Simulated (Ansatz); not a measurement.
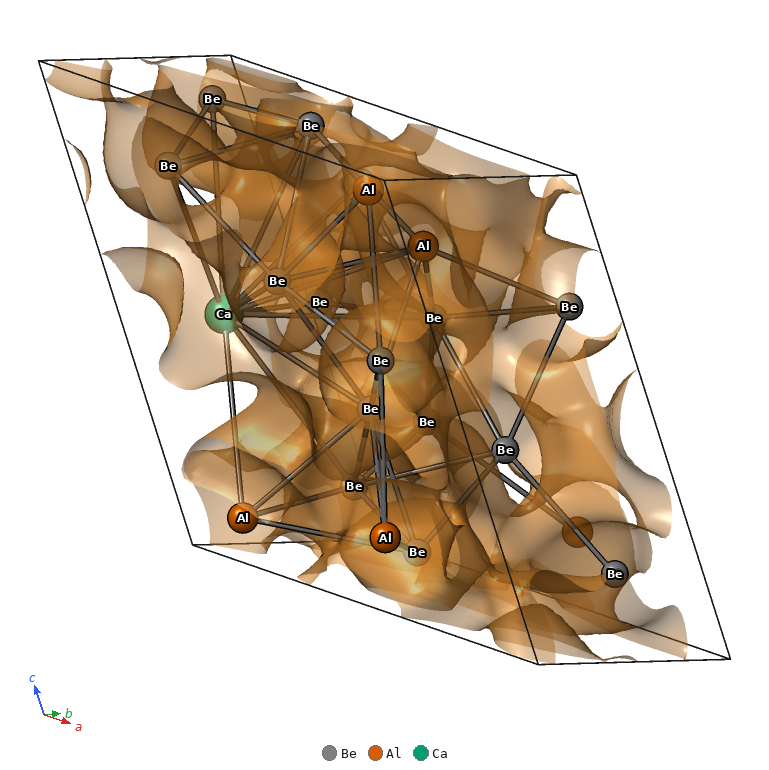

CaBe15Al4. Isosurface of the electron localisation function at 0.55 (orange), seen at an oblique angle. Core shells and regions of very low density are left out. Sticks mark near contacts.

Space group P1; a generated structure, not necessarily the stable one.

Theory: Ansatz 0.2.0, DFT PBEsol, scalar-relativistic, plane waves, PAW.

The calculation's input:

```
crystal:
  lattice:
    - [-4.686371, 3.132225, 2.263213]
    - [5.771047, 4.305457, -1.625432]
    - [-2.074164, -4.456708, -5.53041]
  atoms:
    - { symbol: Be, position: [0.0160427843, 0.2020742738, 0.9087228124] }
    - { symbol: Be, position: [0.1940572942, 0.7442019374, 0.8983070072] }
    - { symbol: Be, position: [0.1938064565, 0.4090409882, 0.5181776341] }
    - { symbol: Be, position: [0.1806075999, 0.7635877951, 0.4059931994] }
    - { symbol: Be, position: [0.594479765, 0.1643990436, 0.7218561627] }
    - { symbol: Be, position: [0.6285687265, 0.9027220007, 0.4811258064] }
    - { symbol: Be, position: [0.1507862325, 0.0998226926, 0.4993499211] }
    - { symbol: Be, position: [0.3749608503, 0.5043348707, 0.3235056322] }
    - { symbol: Be, position: [0.3808033862, 0.9857447535, 0.3057946239] }
    - { symbol: Be, position: [0.9440211672, 0.3104007409, 0.6620268883] }
    - { symbol: Be, position: [0.8927930223, 0.487076105, 0.46020055] }
    - { symbol: Be, position: [0.72761743, 0.0762197251, 0.2539599715] }
    - { symbol: Be, position: [0.43476781, 0.1646802086, 0.1036201961] }
    - { symbol: Be, position: [0.8780695796, 0.3288524127, 0.1449351726] }
    - { symbol: Be, position: [0.1091869061, 0.5561588724, 0.0627993946] }
    - { symbol: Al, position: [0.5193855322, 0.854383813, 0.7765379417] }
    - { symbol: Al, position: [0.0232093894, 0.8863054344, 0.6582677277] }
    - { symbol: Al, position: [0.6325263448, 0.4615570798, 0.6334525707] }
    - { symbol: Al, position: [0.0412288584, 0.0454269154, 0.1332558023] }
    - { symbol: Ca, position: [0.5925377703, 0.56739724, 0.0515593438] }
basis:
  ecutwfc: 420
kpoints:
  mp_grid: { grid: [8, 6, 6] }
hamiltonian:
  xc: pbesol
scf:
  occupations: { method: gaussian, width: 0.1 }
  n_extra_bands: 10
output:
  forces: true
  stress: true
  eigenvalues: true
  populations: true
  dos:
    method: { smearing: { sigma: 0.1, scheme: gaussian } }
    projected: true
    de: 0.02
  write_density: true
  write_potential: true
  elf: true
  volumetric_format: npy
```

Command:

```sh
ansatz run input.yaml --threads 4 --pin off --max-ram 9216MiB --backend cpu --events-out ev --progress --plain --runs-dir out
```

Below, planes, directions and counts refer to the conventional cell (a = 5.81 Å, b = 6.07 Å, c = 7.38 Å, α = 112.61°, β = 110.57°, γ = 94.71°).

Question: Where are the electrons localised?

Answer: At this value the surface marks out one network that runs through the whole crystal, counted in one cell of 20 atoms. Regions shared between cells count once. Profiles from the grid: Be–Be (2.05 Å): the ELF peaks at about 0.65 between the atoms. Be–Al (2.29 Å): the ELF peaks at about 0.75 between the atoms.
